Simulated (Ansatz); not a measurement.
## CdSe, response to strain

Consider CdSe in the wurtzite structure (space group P6_3mc, No. 186; a = 4.383 Å, c = 7.154 Å). Axes: x lies along a and z along c of the hexagonal cell.

Strains are applied to the cell and any free atomic positions relax; under biaxial strain the out-of-plane vector relaxes too.

Level of theory: Kohn–Sham DFT with the PBE functional, run in Ansatz (a quantum-chemistry and plane-wave program) with PAW and 420 eV plane waves, no SOC.

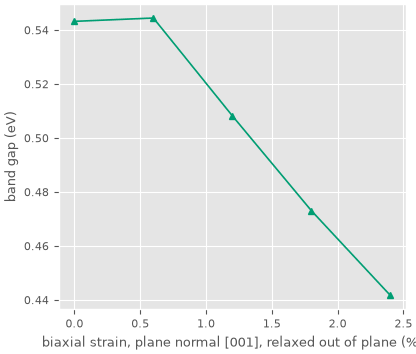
Fig. 1. Band gap against biaxial strain, plane normal [001], relaxed out of plane

From the plot, what is the band gap for biaxial strain +1.20 %, plane normal [001], relaxed out of plane?

About 0.51 eV.

Is the trend monotonic over the range shown?

Yes, it falls throughout, spanning 0.44 eV to 0.54 eV.

Stability against distortions was not tested.
